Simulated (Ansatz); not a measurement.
# [AlH4]− (SMILES [AlH4-]): CCSDTQ/3-21G

What is the energy change on altering one bond length of [AlH4]− at CCSDTQ/3-21G? 

The results are computed with Ansatz 0.2.0.

2 further runs of the same task are left out: 2 set aside as unsound or not needed.

**1. Starting point**

The species is [AlH4]− (5 atoms), meant as a singlet with charge -1. As SMILES, `[AlH4-]`. Geometry: a GFN2-xTB relaxation, a rough one for these elements and not checked as a minimum.

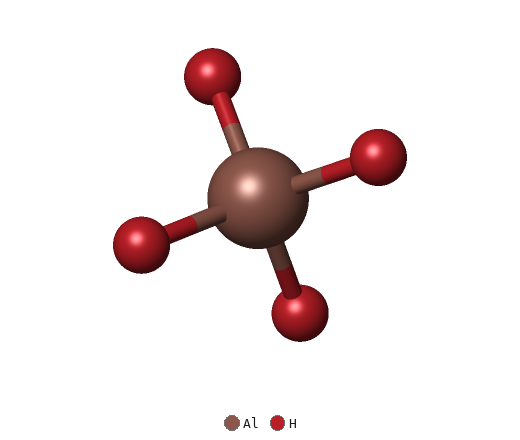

Viewed from a chosen angle; aluminium brown, hydrogen red.

**2. A single-point energy at CCSDTQ/3-21G**

File job.yaml:

```yaml
crystal:
  periodic: [false, false, false]
  atoms:
    - {symbol: Al, position_ang: [-0.000020, 0.000060, -0.001080]}
    - {symbol: H, position_ang: [1.443510, -0.504270, 0.556410]}
    - {symbol: H, position_ang: [-1.182970, -0.604500, 0.939130]}
    - {symbol: H, position_ang: [-0.203840, -0.517130, -1.530710]}
    - {symbol: H, position_ang: [-0.056670, 1.625850, 0.036250]}
basis:
  gaussian: {orbitals: 3-21G.json}
total_charge: -1
correlation: {method: ccsdtq, frozen_orbitals: {Al: 5, H: 0}}
accuracy: high
scf: {omitted_lower_state_checks: [cluster_reference, increment]}
```

The basis set 3-21G is read from a file made from the Basis Set Exchange's data (not shown).

The run is started by

```
ansatz run job.yaml --threads 1 --pin off --max-ram 2610MiB --events-out events.jsonl --progress --plain --runs-dir runs
```

What it wrote (excerpt; [...] marks lines left out):

```text
Warning: RAYON_NUM_THREADS=1 ignored (pool sized by the plan → 1); use --threads N
Functional definition: HF
  name "HF"
[...]
425 factors; integrals over basis functions are off by at most 2.5e-9 eV
[...]
mean field -6608.99982917 eV, -242.8762639809 hartree, gradient 6.6e-8 eV, S^2 0.000000; 0 other end points of the search recorded, 0 dependent functions left out
5 core orbitals not correlated: weight in the atoms' cores, before any rotation towards them, 1.000 or more for the frozen orbitals, at most 0.000 for the correlated occupied ones
reference -6608.99982917 eV, -242.8762639809 hartree; 4, 4 occupied and 12, 12 virtual orbitals, 425 factors
second order -1.45775053 eV of doubles, -0.00000000 eV of singles
cycle   1  -1.83538930 eV  change   -3.8e-1 eV  update   5.5e-2
[...]
cycle  18  -2.07066863 eV  change   1.7e-10 eV  update  4.2e-10
Total energy: -6611.07049779 eV, -242.9523596493 hartree
Checks for a lower state left out: cluster_reference, increment
```

Run time: 4.5 s. Hardware: 1 thread of Arm Neoverse V1, shared host; peak memory 0.11 GiB.

**3. The distorted shape**

File molecule.yaml:

```yaml
crystal:
  periodic: [false, false, false]
  atoms:
    - symbol: Al
      position_ang: [-0.360868, 0.126130, -0.140439]
    - symbol: H
      position_ang: [1.443510, -0.504270, 0.556410]
    - symbol: H
      position_ang: [-1.543818, -0.478430, 0.799771]
    - symbol: H
      position_ang: [-0.564688, -0.391060, -1.670069]
    - symbol: H
      position_ang: [-0.417518, 1.751920, -0.103109]
basis:
  gaussian: {orbitals: 3-21G.json}
total_charge: -1
correlation: {method: ccsdtq, frozen_orbitals: {Al: 5, H: 0}}
accuracy: high
scf: {omitted_lower_state_checks: [cluster_reference, increment]}
```

The basis set 3-21G is read from a file made from the Basis Set Exchange's data (not shown).

The run is started by

```
ansatz run molecule.yaml --threads 1 --pin off --max-ram 2610MiB --events-out events.jsonl --progress --plain --runs-dir runs
```

What it wrote (excerpt; [...] marks lines left out):

```text
Warning: RAYON_NUM_THREADS=1 ignored (pool sized by the plan → 1); use --threads N
[... 2 set-up lines as earlier in the session ...]
[...]
422 factors; integrals over basis functions are off by at most 3.0e-9 eV
[...]
mean field -6608.55707805 eV, -242.8599931773 hartree, gradient 5.7e-9 eV, S^2 0.000000; 0 other end points of the search recorded, 0 dependent functions left out
5 core orbitals not correlated: weight in the atoms' cores, before any rotation towards them, 1.000 or more for the frozen orbitals, at most 0.000 for the correlated occupied ones
reference -6608.55707805 eV, -242.8599931773 hartree; 4, 4 occupied and 12, 12 virtual orbitals, 422 factors
second order -1.48965553 eV of doubles, -0.00000000 eV of singles
cycle   1  -1.88727256 eV  change   -4.0e-1 eV  update   6.1e-2
[...]
cycle  18  -2.15917470 eV  change  -1.6e-10 eV  update  5.2e-10
Total energy: -6610.71625275 eV, -242.9393413841 hartree
Checks for a lower state left out: cluster_reference, increment
```

It took 4.5 s on 1 thread of Arm Neoverse V1, shared host; peak memory 0.11 GiB.

**4. Outcome**

At CCSDTQ/3-21G, 5 core orbitals frozen:

| quantity | value |
| --- | --- |
| first shape: total energy | -242.95236 Eh |
| first shape: correlation energy (5 core orbitals frozen) | -76.1 mEh |
| first shape: T1 diagnostic | 0.014 |
| distorted shape: total energy | -242.93934 Eh |
| distorted shape: correlation energy (5 core orbitals frozen) | -79.3 mEh |
| distorted shape: T1 diagnostic | 0.016 |
| energy change with the Al1–H2 bond stretched from 1.628 to 2.034 Å | 0.354 eV |

With the Al1–H2 bond stretched from 1.628 to 2.034 Å the energy rises by 0.35 eV (34.2 kJ/mol). The first shape isn't relaxed at this level, so the change isn't measured from a minimum.
